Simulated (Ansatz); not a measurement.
# TiB2, response to strain

Start from TiB2 (space group P6/mmm, No. 191; a = 3.032 Å, c = 3.224 Å; relaxed with 0.1 eV smearing). Axes: x lies along a and z along c of the hexagonal cell.

Strains are applied to the cell and any free atomic positions relax; under biaxial strain the out-of-plane vector relaxes too.

Calculations: PBE/PAW in Ansatz (a quantum-chemistry and plane-wave program), no spin-orbit coupling, earlier PAW set.

Notes on the quantities. in-plane stress: mean in-plane stress (compression positive).

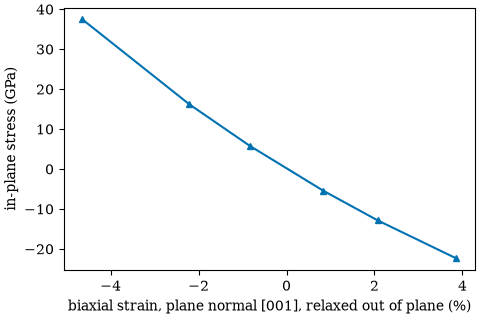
Fig. 1. in-plane stress against biaxial strain, plane normal [001], relaxed out of plane

Task: From the plot, what is the in-plane stress for biaxial strain −4.64 %, plane normal [001], relaxed out of plane?

Result: About 37 GPa.

Task: Is the trend monotonic over the range shown?

Result: Yes, it falls throughout, spanning -22.4 GPa to +37.4 GPa.

Whether these cells are dynamically stable was not tested. The final runs are not spin-polarised.
